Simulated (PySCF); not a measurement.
**One shape, several levels: CH6OSn (SMILES C[O][SnH3])**

Wanted: a comparison of 6 runs (HF/STO-3G, HF/def2-SVP, BLYP/STO-3G, PBE0/def2-SVP, TPSSh/def2-TZVP, MP2/def2-SVP) of CH6OSn. 

The calculation is run with PySCF 2.14.0.

## (1) Starting point

The species is CH6OSn (9 atoms), meant as a singlet with charge 0. SMILES: `C[O][SnH3]`. The coordinates come from a PBE0-D4/def2-TZVP relaxation.

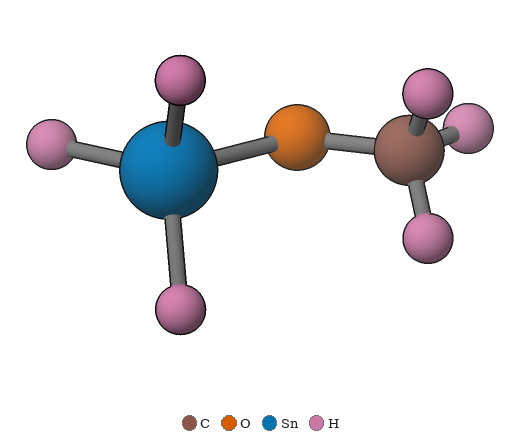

The structure, seen from a chosen angle (carbon brown, oxygen orange, tin blue, hydrogen pink).

## (2) Energy and gradient at HF/STO-3G (run 1)

input.py

```python
# C[O][SnH3]
from pyscf import gto

mol = gto.M(
    atom='''
C     -1.007602     1.734013    -1.871207
O     -1.362682    -0.689561    -0.859069
Sn     0.921808    -1.877821     1.822830
H     -2.445117     2.050920    -3.323650
H      0.853211     1.960969    -2.769205
H     -1.213204     3.233699    -0.446731
H      3.920804    -1.841538     0.622854
H     -0.145887    -4.830140     2.487446
H      0.646097     0.171587     4.304607
''',
    basis='sto-3g',
    unit='bohr',
    verbose=4,
    spin=0,
    max_memory=1860,
)

mf = mol.RHF()
mf.conv_tol = 1e-10
mf.kernel()
if not mf.converged:
    mf = mf.newton().run(mf.mo_coeff, mf.mo_occ)

etot = mf.e_tot
print('E(%s) = %.9f' % ('HF', etot))
grad = mf.nuc_grad_method().kernel()
dip = mf.dip_moment()
pop, q = mf.mulliken_pop()
```

Launch:

```
$ OMP_NUM_THREADS=1 python input.py
```

The program printed:

```text
PySCF version 2.14.0

[... 63 lines left out ...]
converged SCF energy = -6078.03909310642
[... 12 lines left out ...]
Dipole moment(X, Y, Z, Debye):  1.23321,  0.00545,  1.09344
[... 14 lines left out ...]
pop of  2 Sn 4s           2.00698
pop of  2 Sn 5s           1.06846
pop of  2 Sn 2px          2.00006
pop of  2 Sn 2py          2.00006
pop of  2 Sn 2pz          2.00006
pop of  2 Sn 3px          1.99825
pop of  2 Sn 3py          1.99830
pop of  2 Sn 3pz          1.99824
pop of  2 Sn 4px          1.99596
pop of  2 Sn 4py          1.99627
pop of  2 Sn 4pz          1.99573
pop of  2 Sn 5px          0.67459
pop of  2 Sn 5py          0.73838
pop of  2 Sn 5pz          0.64815
pop of  2 Sn 3dxy         1.99979
pop of  2 Sn 3dyz         1.99955
pop of  2 Sn 3dz^2        1.99978
pop of  2 Sn 3dxz         1.99959
pop of  2 Sn 3dx2-y2      1.99947
pop of  2 Sn 4dxy         1.99389
pop of  2 Sn 4dyz         1.98668
pop of  2 Sn 4dz^2        1.99341
pop of  2 Sn 4dxz         1.98767
pop of  2 Sn 4dx2-y2      1.98437
pop of  3 H 1s            0.94742
pop of  4 H 1s            0.96706
pop of  5 H 1s            0.96706
pop of  6 H 1s            1.18829
pop of  7 H 1s            1.17973
pop of  8 H 1s            1.18829
 ** Mulliken atomic charges  **
charge of    0C =     -0.06669
charge of    1O =     -0.43389
charge of    2Sn =      0.93842
charge of    3H =      0.05258
charge of    4H =      0.03294
charge of    5H =      0.03294
charge of    6H =     -0.18829
charge of    7H =     -0.17973
charge of    8H =     -0.18829
```

It took 1.8 s on 1 thread of AMD EPYC 9R45 (Zen 5), shared host; peak memory 0.12 GiB.

## (3) Energy and gradient at HF/def2-SVP (core potential) (run 2)

run.py

```python
import pyscf.grad
from pyscf import gto

mol = gto.M(
    atom='''
C     -1.007602     1.734013    -1.871207
O     -1.362682    -0.689561    -0.859069
Sn     0.921808    -1.877821     1.822830
H     -2.445117     2.050920    -3.323650
H      0.853211     1.960969    -2.769205
H     -1.213204     3.233699    -0.446731
H      3.920804    -1.841538     0.622854
H     -0.145887    -4.830140     2.487446
H      0.646097     0.171587     4.304607
''',
    basis='def2-svp',
    charge=0,
    max_memory=1860,
    ecp={'Sn': 'def2-svp'},
    verbose=4,
    unit='bohr',
)

myscf = mol.RHF()
myscf.conv_tol = 1e-10
myscf.kernel()
if not myscf.converged:
    myscf = myscf.newton().run(myscf.mo_coeff, myscf.mo_occ)

e_final = myscf.e_tot
print('E(%s) = %.9f' % ('HF', e_final))
grad = myscf.Gradients().kernel()
myscf.analyze()
```

Launch:

```
$ OMP_NUM_THREADS=1 python run.py
```

The program printed:

```text
PySCF version 2.14.0

[... 80 lines left out ...]
Nuclear Repulsion Energy =             144.575336302067285
[... 9 lines left out ...]
MO #4   energy= -4.06939577181648  occ= 2
[... 7 lines left out ...]
MO #12  energy= -1.26420458249143  occ= 2
[... 7 lines left out ...]
MO #20  energy= -0.429803517867272 occ= 2
[... 7 lines left out ...]
MO #28  energy= 0.269638457319389  occ= 0
[... 7 lines left out ...]
MO #36  energy= 0.591419955702995  occ= 0
[... 7 lines left out ...]
MO #44  energy= 0.90044699262758   occ= 0
[... 7 lines left out ...]
MO #52  energy= 1.53029864951905   occ= 0
[... 7 lines left out ...]
MO #60  energy= 1.90230232273666   occ= 0
[... 7 lines left out ...]
MO #68  energy= 2.20367918593339   occ= 0
[... 7 lines left out ...]
MO #76  energy= 3.20549451927962   occ= 0
[... 7 lines left out ...]
MO #84  energy= 52.4628283331642   occ= 0
[... 57 lines left out ...]
pop of  3 H 2s            0.00923
pop of  3 H 2px           0.00126
pop of  3 H 2py           0.00016
pop of  3 H 2pz           0.00108
pop of  4 H 1s            0.93282
pop of  4 H 2s            0.00993
pop of  4 H 2px           0.00153
pop of  4 H 2py           0.00021
pop of  4 H 2pz           0.00071
pop of  5 H 1s            0.93327
pop of  5 H 2s            0.00950
pop of  5 H 2px           0.00020
pop of  5 H 2py           0.00119
pop of  5 H 2pz           0.00098
pop of  6 H 1s            1.55068
pop of  6 H 2s            0.02098
pop of  6 H 2px           0.02258
pop of  6 H 2py           0.00220
pop of  6 H 2pz           0.01118
pop of  7 H 1s            1.53994
pop of  7 H 2s            0.02016
pop of  7 H 2px           0.00844
pop of  7 H 2py           0.01759
pop of  7 H 2pz           0.01010
pop of  8 H 1s            1.54924
pop of  8 H 2s            0.02053
pop of  8 H 2px           0.00621
pop of  8 H 2py           0.01798
pop of  8 H 2pz           0.02008
 ** Mulliken atomic charges  **
charge of    0C =      0.00255
charge of    1O =     -1.02806
charge of    2Sn =      2.65389
charge of    3H =      0.07982
charge of    4H =      0.05481
charge of    5H =      0.05487
charge of    6H =     -0.60762
charge of    7H =     -0.59623
charge of    8H =     -0.61404
Dipole moment(X, Y, Z, Debye):  1.43682,  0.44834,  1.03172
```

Run time: 3.9 s. Hardware: 1 thread of AMD EPYC 9R45 (Zen 5), shared host; peak memory 0.17 GiB.

Runs 3 to 5 aren't shown in full; the table further down has their settings and results.

## (4) Energy and gradient at MP2/def2-SVP (core potential) (run 6)

geometry.xyz

```xyz
9

C     -0.533200     0.917600    -0.990200
O     -0.721100    -0.364900    -0.454600
Sn     0.487800    -0.993700     0.964600
H     -1.293900     1.085300    -1.758800
H      0.451500     1.037700    -1.465400
H     -0.642000     1.711200    -0.236400
H      2.074800    -0.974500     0.329600
H     -0.077200    -2.556000     1.316300
H      0.341900     0.090800     2.277900
```

job.py

```python
# C[O][SnH3]
import pyscf.grad
from pyscf import gto, mp

mol = gto.M(
    atom='geometry.xyz',
    ecp={'Sn': 'def2-svp'},
    verbose=4,
    spin=0,
    basis='def2-svp',
    max_memory=1860,
)

calc0 = mol.RHF()
calc0.conv_tol = 1e-10
calc0.kernel()
if not calc0.converged:
    calc0 = calc0.newton().run(calc0.mo_coeff, calc0.mo_occ)

pt = mp.MP2(calc0, frozen=6).run()
e_tot = pt.e_tot
print('E(%s) = %.9f' % ('MP2', e_tot))
grad = pt.Gradients().kernel()
dip = calc0.dip_moment()
pop, q = calc0.mulliken_pop()
```

Launch:

```
$ OMP_NUM_THREADS=1 python job.py
```

The program printed:

```text
PySCF version 2.14.0

[... 65 lines left out ...]
converged SCF energy = -329.444141718749
[... 17 lines left out ...]
Dipole moment(X, Y, Z, Debye):  1.43682,  0.44834,  1.03172
[... 55 lines left out ...]
pop of  3 H 1s            0.76690
pop of  3 H 2s            0.18258
pop of  3 H 2px           0.01114
pop of  3 H 2py           0.00225
pop of  3 H 2pz           0.01082
pop of  4 H 1s            0.77348
pop of  4 H 2s            0.19936
pop of  4 H 2px           0.01505
pop of  4 H 2py           0.00249
pop of  4 H 2pz           0.00679
pop of  5 H 1s            0.77348
pop of  5 H 2s            0.19936
pop of  5 H 2px           0.00455
pop of  5 H 2py           0.01003
pop of  5 H 2pz           0.00975
pop of  6 H 1s            0.68576
pop of  6 H 2s            0.47108
pop of  6 H 2px           0.00762
pop of  6 H 2py           0.00055
pop of  6 H 2pz           0.00163
pop of  7 H 1s            0.68704
pop of  7 H 2s            0.45183
pop of  7 H 2px           0.00157
pop of  7 H 2py           0.00788
pop of  7 H 2pz           0.00084
pop of  8 H 1s            0.68575
pop of  8 H 2s            0.47108
pop of  8 H 2px           0.00054
pop of  8 H 2py           0.00392
pop of  8 H 2pz           0.00534
 ** Mulliken atomic charges  **
charge of    0C =      0.25945
charge of    1O =     -0.79658
charge of    2Sn =      0.98760
charge of    3H =      0.02631
charge of    4H =      0.00283
charge of    5H =      0.00282
charge of    6H =     -0.16663
charge of    7H =     -0.14916
charge of    8H =     -0.16663
```

It took 6 s on 1 thread of AMD EPYC 9R45 (Zen 5), shared host; peak memory 0.64 GiB.

## (5) The series

```
run                             level  core potential  integration grid   energy (Eh)  dipole moment (D) of the reference  HOMO energy (eV)  LUMO energy (eV)  wall time
  1                         HF/STO-3G               –                 –  -6078.039093                                1.65             -8.08             10.48      1.8 s
  2      HF/def2-SVP (core potential)        def2-svp                 –   -329.444142                                1.82            -11.32              2.85      3.9 s
  3                       BLYP/STO-3G               –                 5  -6080.529527                                1.05             -1.51              4.43        6 s
  4    PBE0/def2-SVP (core potential)        def2-svp                 5   -330.977799                                1.52             -7.32             -0.06       11 s
  5  TPSSh/def2-TZVP (core potential)        def2-svp                 5   -331.194470                                1.31             -6.70             -0.68       46 s
  6     MP2/def2-SVP (core potential)        def2-svp                 –   -329.896270                                1.82            -11.32              2.85        6 s
```

## (6) What came out

| quantity | value |
| --- | --- |
| run 6: total energy | -329.89627 Eh |
| run 6: dipole moment (Hartree–Fock density) | 1.82 D |
| run 6: HOMO energy (Hartree–Fock orbitals) | -11.32 eV |
| run 6: LUMO energy (Hartree–Fock orbitals) | 2.85 eV |
| run 6: HOMO–LUMO gap (Hartree–Fock orbitals) | 14.17 eV |
| run 6: correlation energy (6 core orbitals frozen) | -452.1 mEh |
| run 6: largest force on an atom | 0.527 eV/Å |

In words: Over runs 1, 2, 3, 4, 5 the dipole moment (its size) runs from 1.05 D (BLYP/STO-3G) to 1.82 D (HF/def2-SVP). The two ends differ in method and basis and core potential. Over runs 1, 2, 3, 4, 5 the HOMO–LUMO gap runs from 5.94 eV (BLYP/STO-3G) to 18.56 eV (HF/STO-3G). Exact exchange widens orbital gaps. Totals of different functionals can't be ranked against each other. Some runs of one species differ in core potentials or relativity; totals across that change don't compare. In runs 1, 3 the basis is minimal, so the values are rough. In runs 1, 3 relativity is left out where basis or elements ask for it. All runs together took 75 s, the longest 46 s.
